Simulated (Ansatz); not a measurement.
# How Al(111) screens a field, part 2 of 2

Wanted: the response of a Al(111) slab to a perpendicular field.

Ansatz 0.2.0; plane-wave DFT, r2SCAN, Ansatz PAW.

So far. Step 7 (Atoms held, field 0.2 V/Å): The dipole is 0.101 e·Å. Step 8 (Single point, field -0.2 V/Å): The dipole is -0.101 e·Å.

## Step 9: Single point, field 0.4 V/Å

input.yaml reads:

```yaml
crystal:
  lattice:
    - [2.8637824638, 0.0, 0.0]
    - [1.4318912319, 2.4801083646, 0.0]
    - [0.0, 0.0, 27.3530743609]
  atoms:
    - { symbol: Al, position: [0.6666666667, 0.6666666667, 0.329030656] }
    - { symbol: Al, position: [0.0, 0.0, 0.414515328] }
    - { symbol: Al, position: [0.3333333333, 0.3333333333, 0.5] }
    - { symbol: Al, position: [0.6666666667, 0.6666666667, 0.585484672] }
    - { symbol: Al, position: [0.0, 0.0, 0.670969344] }
kpoints:
  mp_grid: { grid: [24, 24, 1] }
hamiltonian:
  xc: r2scan
scf:
  occupations: { method: fermi_dirac, width: 0.1 }
  convergence: { dr2_threshold: 1.0e-10 }
efield:
  axis: 3
  dipole_correction: true
  ramp_position: 0.97
  ramp_width: 0.06
  amplitude: 0.4
output:
  forces: true
  write_potential: true
  write_density: true
  volumetric_format: npy
  elf: true
```

On the command line:

```sh
$ ansatz run input.yaml --threads 2 --pin off --max-ram 3072MiB --backend cpu --events-out ev --progress --plain --runs-dir out
```

Numbers of over 12 decimals in the logs are rounded to 6 here.

The program printed:

```text
[...]
Crystal: 5 atoms, lattice volume = 194.275 Å³
Basis set: ecut = 500 eV, 4923 PW (Γ), exchange–correlation on 96×96×800 points (64 copies of the dense FFT grid, shifted against one another)
Bands: 13, of which v1, the nominal top of the filled ones, is band 8 counted from 1 (7 counted from 0)
Symmetry: 6 space group operations
k-points: 61 of 576 (time reversal used)
[...]
k-point 0: bands = [... 4 lower, -4.8873, -2.8537, -0.2049, 2.3333, 3.7915, 4.5845, 5.5727, 6.6863, ... 1 higher]
  k-point 1: bands = [... 4 lower, -4.8438, -2.8116, -0.1634, 2.3739, 3.8335, 4.6250, 5.6134, 6.7259, ... 1 higher]
  k-point 2: bands = [... 4 lower, -4.7136, -2.6857, -0.0391, 2.4948, 3.9593, 4.7457, 5.7345, 6.8424, ... 1 higher]
  k-point 60: bands = [... 4 lower, -1.4965, -1.4953, -0.6574, -0.6562, -0.0974, 0.6969, 1.8792, 1.8909, ... 1 higher]
[key lines of the parts left out:]
SCF converged after 11 iterations
Free energy (F): -2701.245018 eV
Fermi energy:    1.028317 eV
Dipole field:    D = 0.187666 V/Å  (p = 0.201484 e·Å, saw-weighted, corrected)
```

The job ended after 18 s (2 threads of Intel Xeon Platinum 8488C (Sapphire Rapids), shared host; peak memory 0.92 GiB; 35 s of CPU time).

Running mean over 2.338 Å of the planar mean, with the applied field; the ramp of the sawtooth is left out. Electron's electrostatic potential energy less the Fermi level against z:

| z (Å) | electron's electrostatic potential energy less the Fermi level (eV) |
| --- | --- |
| 4 | 2.88 |
| 6 | 3.56 |
| 8 | -1.36 |
| 10 | -4.59 |
| 12 | -4.62 |
| 14 | -4.61 |
| 16 | -4.61 |
| 18 | -4.55 |
| 20 | 1.90 |
| 22 | 4.94 |
| 24 | 5.75 |

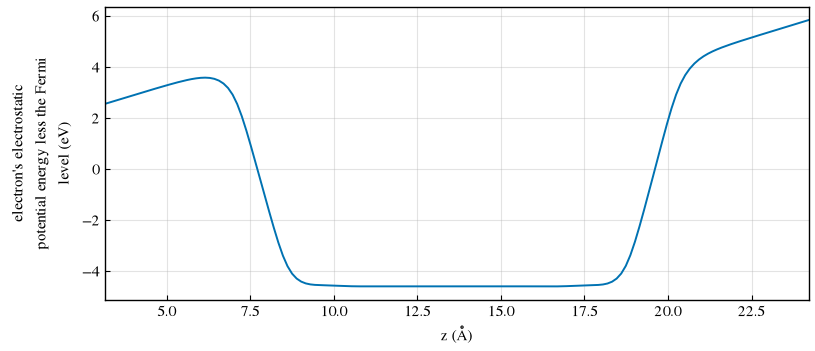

Electron's electrostatic potential energy less the Fermi level, plotted against z.

The dipole is 0.201 e·Å.

## Step 10: The response

This step: plane-wave DFT, r2SCAN, Ansatz PAW; screening of a field by a metal slab (Ansatz 0.2.0).

The dipoles give the slope, and the difference of two potentials shows where the field is screened.

Numbers from this step:

| Item | Value |
| --- | --- |
| equivalent conductor thickness p/(ε₀AE) | 12.82 Å |
| distance between the outer atoms | 9.353 Å |
| inner field over outer field | -9.04e-4 |
| image plane, upper face | 1.686 Å |
| induced electrons on the upper face over ε₀E | -1.007 |
| image plane, lower face | 1.686 Å |
| induced electrons on the lower face over ε₀E | 1.007 |

Dipole of the cell against applied field:

| applied field (V/Å) | dipole of the cell (e·Å) |
| --- | --- |
| -0.200 | -0.101 |
| -0.100 | -0.0503 |
| -0.050 | -0.0252 |
| 0.000 | 2.4e-7 |
| 0.050 | 0.0252 |
| 0.100 | 0.0503 |
| 0.200 | 0.101 |
| 0.400 | 0.201 |

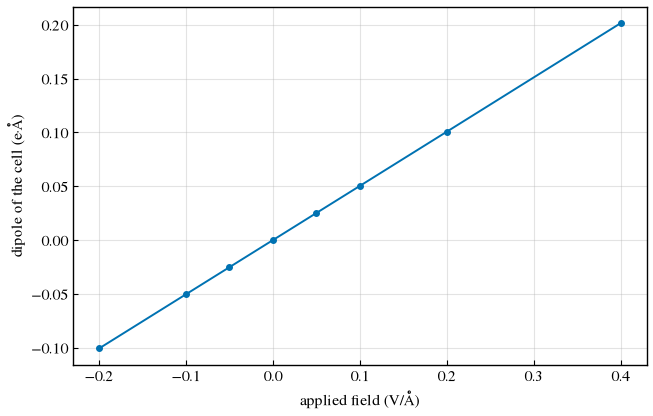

Dipole of the cell, plotted against applied field.

Local field over the applied field, running mean. From the potentials at -0.05 and 0.05 V/Å; running mean over 2.338 Å. Local field over applied field against z:

| z (Å) | local field over applied field |
| --- | --- |
| 5 | 0.984 |
| 6 | 0.905 |
| 7 | 0.629 |
| 8 | 0.238 |
| 9 | 0.0150 |
| 10 | 0.00198 |
| 11 | -0.00251 |
| 12 | 0.00111 |
| 13 | -0.00184 |
| 14 | 2.7e-5 |
| 15 | -1.6e-4 |
| 16 | -0.00262 |
| 17 | 0.00449 |
| 18 | -0.00642 |
| 19 | 0.134 |
| 20 | 0.484 |
| 21 | 0.836 |
| 22 | 0.969 |
| 23 | 0.995 |

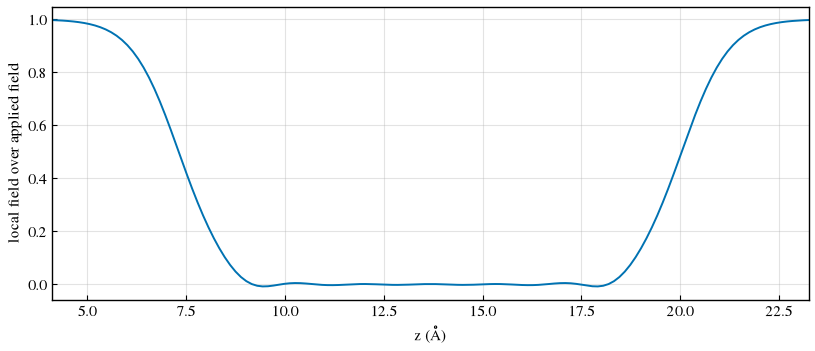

Local field over applied field against z.

The induced electron density oscillates, so the rows of the table below give means over windows of 1 Å about each position, cut where the curve ends. Its maxima inside the range that stand out by 2 % of the span (Å: e/Å³ per V/Å): 7.7: 0.00362, 9.8: 4.0e-4, 11.5: 1.9e-4, 13.3: 1.5e-4, 14.9: 1.5e-4, 16.5: 2.3e-4, 18.5: 8.2e-4. Its minima: 8.9: -8.2e-4, 10.8: -2.3e-4, 12.4: -1.5e-4, 14.1: -1.5e-4, 15.9: -1.9e-4, 17.5: -4.0e-4, 19.7: -0.00362.

Electrons, planar mean, per unit field. The induced electron density by z; means over each step:

| z (Å) | induced electron density (e/Å³ per V/Å) |
| --- | --- |
| 5 | 9.7e-5 |
| 6 | 6.0e-4 |
| 7 | 0.00235 |
| 8 | 0.00273 |
| 9 | -4.1e-4 |
| 10 | 2.0e-4 |
| 11 | -7.3e-5 |
| 12 | 1.6e-6 |
| 13 | 4.2e-5 |
| 14 | -6.8e-5 |
| 15 | 7.8e-5 |
| 16 | -5.3e-5 |
| 17 | -3.0e-5 |
| 18 | 2.2e-4 |
| 19 | -0.00139 |
| 20 | -0.00305 |
| 21 | -0.00104 |
| 22 | -1.9e-4 |
| 23 | -3.3e-5 |

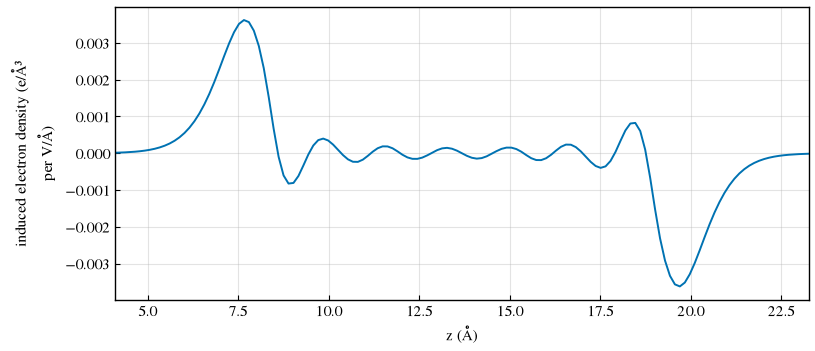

Induced electron density, plotted against z.

By hand: between -0.05 and 0.05 V/Å the dipole changes by 0.05032 e·Å, a slope of 0.5032 e·Å²/V. A perfect conductor of thickness t has p = ε₀AEt, so t = 180.95 × 0.5032 / 7.102 = 12.82 Å (e/ε₀ = 180.95 V·Å, A in Å²). Less the 9.35 Å between the outer atoms, and halved, that puts each image plane 1.73 Å out.

The induced dipole is that of a conductor 12.82 Å thick.

## Step 11: A changed input: efield.amplitude = 0.02

This step: plane-wave DFT, r2SCAN, Ansatz PAW (Ansatz 0.2.0).

A run with a changed input: it repeats the earlier run at 0.05 V/Å with efield.amplitude from 0.05 to 0.02.

Edit input.yaml of step 9 so:

```diff
@@ -23,3 +23,3 @@
   ramp_width: 0.06
-  amplitude: 0.4
+  amplitude: 0.02
 output:
@@ -29,2 +29 @@
   volumetric_format: npy
-  elf: true
```

The program printed:

```text
[...]
Crystal: 5 atoms, lattice volume = 194.275 Å³
Basis set: ecut = 500 eV, 4923 PW (Γ), exchange–correlation on 96×96×800 points (64 copies of the dense FFT grid, shifted against one another)
Bands: 13, of which v1, the nominal top of the filled ones, is band 8 counted from 1 (7 counted from 0)
Symmetry: 6 space group operations
k-points: 61 of 576 (time reversal used)
[...]
SCF iter   1: F=—  HF=-2701.176264 eV  |F-HF|=—  |Δ(HF+E_count)|=         —  Δρ=2.58e-3  dr2=2.54e-1  dr2_τ=1.82e-2  ethr=1.77e-3  p=0.000 e·Å  D=1.61e-14 V/Å  ΔV_dip=-0.00 eV  dr2_dipole=1.47e-1  V_vac-E_F(+/−)=4.20/3.69 eV  ⟨swp⟩=8.8  Hψ=6597  notcnv=0
[...]
SCF iter  10: F=-2701.204841 eV  HF=-2701.204841 eV  |F-HF|=9.09e-13  |Δ(HF+E_count)|=  2.55e-11  Δρ=1.22e-8  dr2=7.00e-13  dr2_τ=2.41e-15  ethr=1.00e-12  p=0.010 e·Å  D=9.37e-3 V/Å  ΔV_dip=-0.26 eV  dr2_dipole=4.84e-15  V_vac-E_F(+/−)=4.28/4.04 eV  ⟨swp⟩=5.5  Hψ=3872  notcnv=0
SCF 1 converged in 10 iterations: F = -2701.204841 eV  dr2 = 7.00e-13
[...]
SCF converged after 10 iterations
[...]
Free energy (F): -2701.204841 eV
[...]
Internal energy: -2701.133616 eV  (E = F + TS)
E sigma→0 (E₀):  -2701.169229 eV
Entropy (-TS):   -0.071226 eV (-14.245 meV/atom)
Fermi energy:    1.038773 eV
Dipole field:    D = 0.009374 V/Å  (p = 0.010064 e·Å, saw-weighted, corrected)
Work function:   not extracted (applied field tilts the vacuum); planar V_es + V_field profile in the machine report
[...]
--- Forces (eV/Å), atoms counted from 1 ---
  atom   1  Al    -0.00000000     0.00000000     0.05051745
  atom   2  Al     0.00000000     0.00000000     0.06818465
  atom   3  Al     0.00000000    -0.00000000     0.00019247
  atom   4  Al     0.00000000    -0.00000000    -0.06866773
  atom   5  Al    -0.00000000    -0.00000000    -0.05022674
  max |Σ_I F_I| component: 1.00e-7 eV/Å
--- Band table (eV; the first three rows and the last of 61) ---
  k-point 0: bands = [... 4 lower, -4.8772, -2.8436, -0.1931, 2.3650, 4.3650, 5.2710, 5.4251, 6.6778, ... 1 higher]
  k-point 1: bands = [... 4 lower, -4.8338, -2.8016, -0.1516, 2.4054, 4.4057, 5.3125, 5.4668, 6.7173, ... 1 higher]
  k-point 2: bands = [... 4 lower, -4.7036, -2.6756, -0.0273, 2.5261, 4.5266, 5.4365, 5.5913, 6.8339, ... 1 higher]
  k-point 60: bands = [... 4 lower, -1.4855, -1.4854, -0.6464, -0.6464, -0.0871, 0.7071, 1.8949, 1.8955, ... 1 higher]
```

Run time: 17 s. Hardware: 2 threads; peak memory 0.92 GiB; 33 s of CPU time.

This step gave:

```
energy at zero smearing : -2701.1692 eV
dipole along the normal : 0.01006 e·Å
```

Force by atom:

| atom | x (eV/Å) | y (eV/Å) | z (eV/Å) | size |
| --- | --- | --- | --- | --- |
| Al1 | 0.0000 | 0.0000 | 0.0505 | 0.0505 |
| Al2 | 0.0000 | 0.0000 | 0.0682 | 0.0682 |
| Al3 | 0.0000 | 0.0000 | 0.0002 | 0.0002 |
| Al4 | 0.0000 | 0.0000 | -0.0687 | 0.0687 |
| Al5 | 0.0000 | 0.0000 | -0.0502 | 0.0502 |

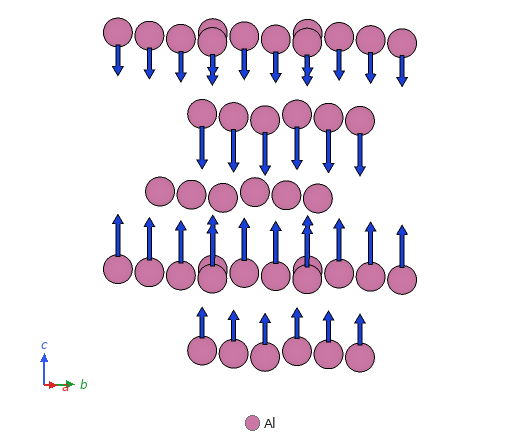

Force as arrows, the longest 0.0687 eV/Å. 3×2×1 cells are drawn. Some periodic images of atoms are drawn too.

| quantity | this run | earlier run | difference |
| --- | --- | --- | --- |
| dipole along the normal (e·Å) | 0.01006 | 0.02516 | -0.015 |

The applied field differs, and the slope found earlier predicts a dipole of 0.0101 e·Å; this run gives 0.0101 e·Å, in line with it.

## Step 12: A changed input

An input spoilt on purpose, to show how the run answers: it repeats the earlier run at 0.05 V/Å with efield.ramp_width from 0.06 to 0.9, and scf.max_iter set to 75.

Edit input.yaml of step 11 so:

```diff
@@ -18,2 +18,3 @@
   convergence: { dr2_threshold: 1.0e-10 }
+  max_iter: 75
 efield:
@@ -22,4 +23,4 @@
   ramp_position: 0.97
-  ramp_width: 0.06
-  amplitude: 0.02
+  ramp_width: 0.9
+  amplitude: 0.05
 output:
```

The program printed:

```text
Engine: ansatz 0.2.0, x86_64-unknown-linux-gnu
Pseudopotentials: kind: paw
Pseudopotential: Al, paw, valence charge 3, recommended cutoff 500 eV (meta_gga), Al.paw.azcp
Functional definition: r2SCAN
  parameter k0 = 0.174
  parameter k1 = 0.065
  parameter a1 = 4.9479
  exchange = r2scan_x(k0 = k0, k1 = k1, a1 = a1)
  correlation = r2scan_c
Crystal: 5 atoms, lattice volume = 194.275 Å³
Basis set: ecut = 500 eV, 4923 PW (Γ), exchange–correlation on 96×96×800 points (64 copies of the dense FFT grid, shifted against one another)
Bands: 13, of which v1, the nominal top of the filled ones, is band 8 counted from 1 (7 counted from 0)
Symmetry: 6 space group operations
k-points: 61 of 576 (time reversal used)
Non-local potential: Al, projectors of the file, l = 0: 2, l = 1: 2, l = 2: 1
PAW form: soft (Blöchl's): semilocal exchange-correlation on the pseudo side does not see the compensation charge
PAW frozen core: Al, regenerated for the run's functional (the file was generated under x = pbe(κ = 0.804, μ = 0.219515), c = pbe(β = 0.066725))
PAW one-centre angular grid: Al, 302 points (default); XC on 160 Gauss nodes
Initial density: superposition of atomic densities (neutral atoms: chi_scale 0, normalization atom), corrected by the library's trained network
Initial wavefunctions: pseudopotential atomic-orbital guess
Functional: x = r2scan, c = r2scan; τ floored in thin density (d = 2e-4 eV/Å³)
Error: efield: ion 0 (Al) at fractional coordinate 0.3290 along the field axis lies inside the sawtooth ramp with 2 of the planes that the density is read on at each end, [0.9600, 0.8800] — the ramp must sit in vacuum (an ion there feels the fictitious reversed slope); set or move the ramp (efield.ramp_position / ramp_width) or move the geometry
```

The job ended after 0.22 s (2 threads; peak memory 0.35 GiB).

The program refused the input before any cycle.

The program's message: “Error: efield: ion 0 (Al) at fractional coordinate 0.3290 along the field axis lies inside the sawtooth ramp with 2 of the planes that the density is read on at each end, [0.9600, 0.8800] — the ramp m …”

The fault put into the input: a ramp so wide that it reaches the atoms.

## Step 13: Outcome

```json
{"work function": "4.16 eV", "image plane, upper face": "1.69 Å", "induced electrons on the upper face over ε₀E": "-1.01", "equivalent conductor thickness p/(ε₀AE)": "12.8 Å", "inner field over outer field": "-9.0e-4"}
```

**Reading.** The induced charge has its centre 1.69 Å outside the outermost atoms; this is the plane from which a capacitor's gap or an image potential counts. The equivalent conductor thickness exceeds the distance between the outer atoms by 3.47 Å, about the sum of the two image-plane distances. In the middle of the slab the field is screened to under 0.5 % of its outer value. The atoms are held at bulk positions with the tabulated experimental lattice constant.

[Logs are printed without paths, hosts, clocks, repeated set-up lines and the standing remarks that a program may print on its own settings, such as how far it seeks lower states.]

[Hosts, paths, dates, database ids (printed as entryN), source tags and the programs' standing remarks are cut or masked in the printed files.]

[Maps of the electrostatic potential energy from Ansatz leave out the sawtooth potential of an applied field or a dipole correction, so their vacuum need not be flat; planar profiles and work functions include it.]
